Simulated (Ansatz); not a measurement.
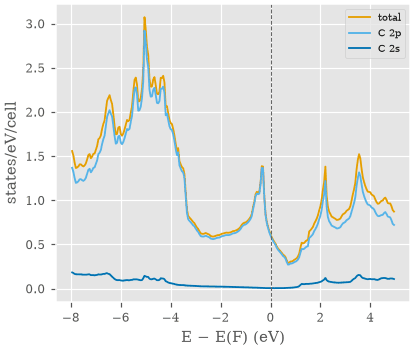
Total and projected density of states of C in space group P4_2/mmc (No. 131; C on 2e, C on 4i), plane-wave PAW PBE (Ansatz code)

Which orbitals carry the states next to the Fermi level?

Within 0.5 eV of the Fermi level: C 2p 98 %. Projections are on Löwdin-orthogonalised atomic valence shells; empty p or d shells of many metals are not among them.

Where is the tallest occupied peak in this window, and what makes it?

Near -5.0 eV, about 3.1 states/eV per cell; the largest projected share is C 2p.

The start of the workflow was typed in or built on a structure type; neither database checked (COD, Materials Project) lists it. It is not the phase usual at ambient conditions (space group No. 194, 227). The PBE relaxation kept the symmetry of its start; its stability against distortions is not shown here.

Potentials: the earlier of the program's two PAW sets.
